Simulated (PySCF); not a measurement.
```yaml
atoms:
  - { symbol: C, position_ang: [2.8342, -0.8338, 0.2683] }
  - { symbol: C, position_ang: [1.9714, -0.3465, -0.6081] }
  - { symbol: C, position_ang: [1.5217, 1.0673, -0.6887] }
  - { symbol: B, position_ang: [0.0879, 1.3248, 0.0331] }
  - { symbol: S, position_ang: [-1.2241, -0.0463, -0.7393] }
  - { symbol: C, position_ang: [-2.7803, 0.6961, -0.1571] }
  - { symbol: Si, position_ang: [-1.1054, -1.7238, 0.6696] }
  - { symbol: H, position_ang: [3.3202, -0.1984, 0.9905] }
  - { symbol: H, position_ang: [3.1012, -1.8781, 0.2970] }
  - { symbol: H, position_ang: [1.5058, -1.0152, -1.3276] }
  - { symbol: H, position_ang: [1.4687, 1.3611, -1.7399] }
  - { symbol: H, position_ang: [2.2546, 1.7144, -0.2020] }
  - { symbol: H, position_ang: [0.0684, 1.0814, 1.1981] }
  - { symbol: H, position_ang: [-0.4273, 2.3497, -0.2674] }
  - { symbol: H, position_ang: [-2.6432, 1.0835, 0.8474] }
  - { symbol: H, position_ang: [-3.0137, 1.5112, -0.8342] }
  - { symbol: H, position_ang: [-3.5698, -0.0481, -0.1838] }
  - { symbol: H, position_ang: [0.0271, -2.5083, 0.2211] }
  - { symbol: H, position_ang: [-2.3898, -2.3951, 0.4656] }
  - { symbol: H, position_ang: [-1.0129, -1.1851, 2.0187] }
```

Geometry: GFN2-xTB.

Method: PBE0/pcSseg-1, SCF density, gas phase, non-relativistic in PySCF.

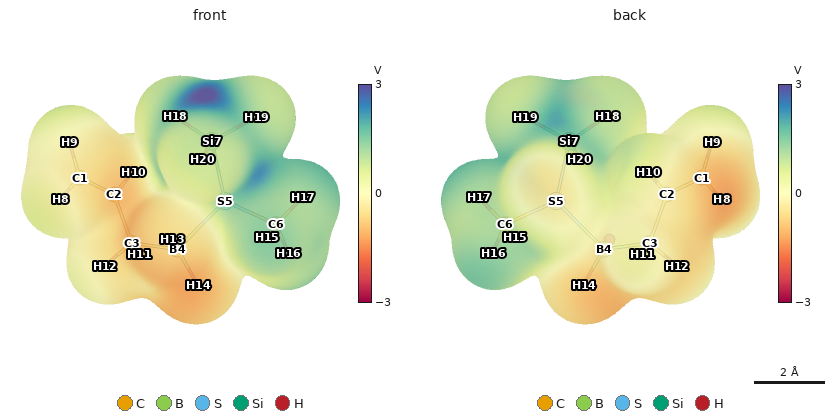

C₄H₁₃BSSi. The electrostatic potential painted on the density surface at 0.004 e/bohr³, seen from the front and from behind; the colour scale runs from red (negative) to blue (positive).

Question: Describe the electrostatic potential map.

Answer: The most negative region (about −1.3 V) lies over the π face of C1 and C2, the most positive (about +2.7 V) over Si7.

Question: How polar is the molecule by this calculation?

Answer: Its dipole moment is 4.47 D.
